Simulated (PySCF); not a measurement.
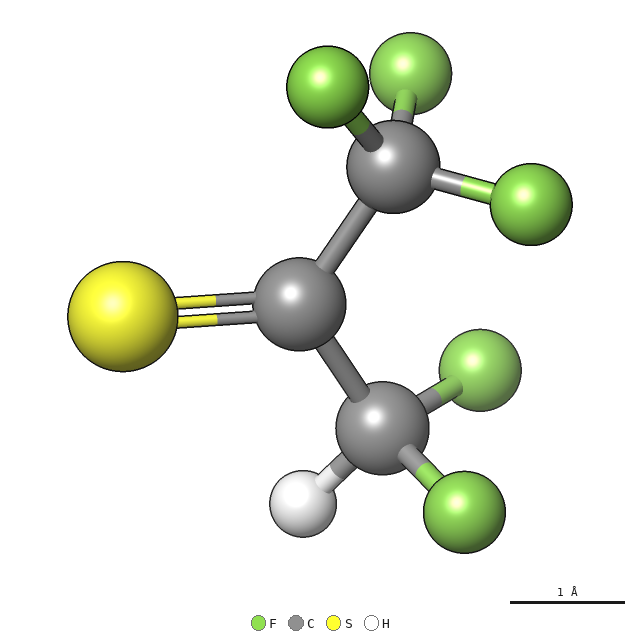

The picture shows a molecular structure as a ball-and-stick model.

The computed structure is the end point of a GFN2-xTB optimisation. No frequency run is at hand to confirm it as a minimum.

Describe the molecule.

The molecule is C3HF5S. As SMILES it reads `FC(F)C(=S)C(F)(F)F`. It has no ring. Among its groups: C–F bond. The point group is C1. Coordination: 2 C tetrahedral; 1 C trigonal planar.

The parts below concern this one geometry. Atoms keep their numbers from picture to picture.

**NMR shielding**

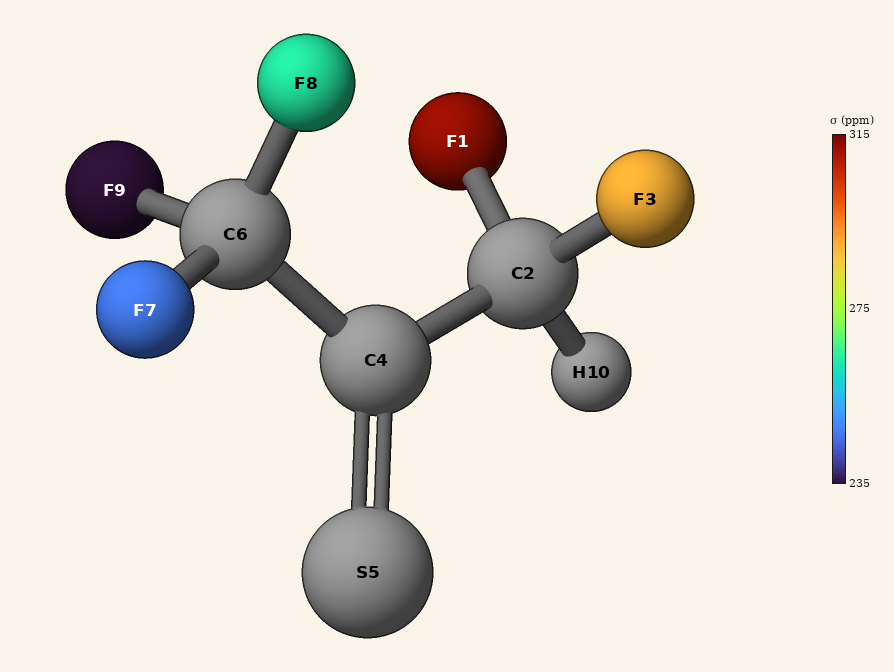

Atoms are coloured by their isotropic NMR shieldings (F only, the others grey). No frequency run is at hand to confirm it as a minimum. Properties computed with GIAO PBE0/pcSseg-1 NMR shielding, non-relativistic, gas phase (PySCF 2.14.0).

List the isotropic NMR shieldings of the F atoms.

| atom | σ (ppm) |
| --- | --- |
| F1 | 311.5 |
| F3 | 289.1 |
| F7 | 247.6 |
| F8 | 263.6 |
| F9 | 235.1 |

**Quadrupole coupling**

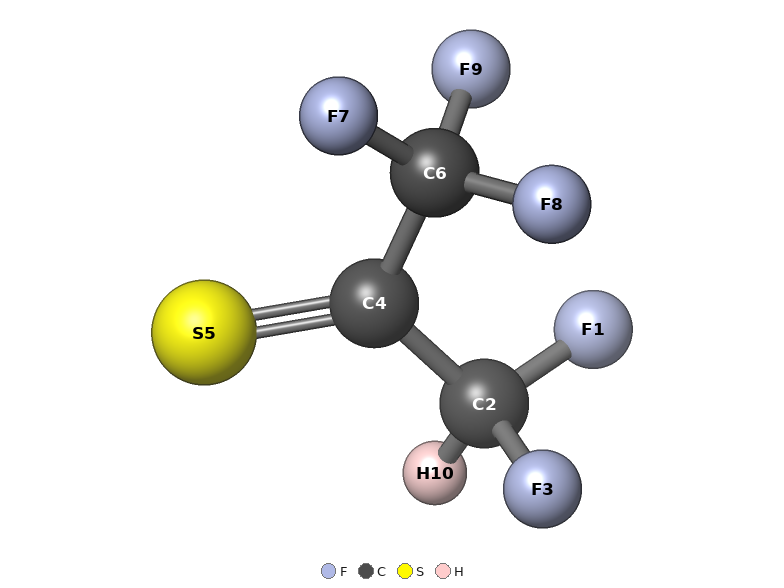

No frequency run is at hand to confirm it as a minimum. Electric field gradients from the ground-state density, PBE0/pcSseg-1 (PySCF 2.14.0), non-relativistic apart from any core potentials.

Give the largest field-gradient component, the quadrupole coupling constant and the asymmetry for 33S at S5 (Q = −67.81 mb).

| atom | V_zz (a.u.) | e²qQ/h (MHz) | η |
| --- | --- | --- | --- |
| S5 | −3.450 | 55.0 | 0.50 |

**Electronic properties**

No frequency run is at hand to confirm it as a minimum. Properties computed with PBE0/def2-SVPD, gas phase (PySCF 2.14.0). Excitations: vertical, linear response.

What does the calculation give?

- dipole moment: 2.13 D
- HOMO energy (Kohn–Sham orbital): −8.06 eV
- LUMO energy (Kohn–Sham orbital): −4.04 eV
- HOMO–LUMO gap: 4.01 eV
- mean static polarisability: 60.1 bohr³
- lowest vertical singlet excitation: 2.16 eV
- its oscillator strength: 0.000
- brightest of the 6 lowest singlets: 6.11 eV
- its oscillator strength: 0.21
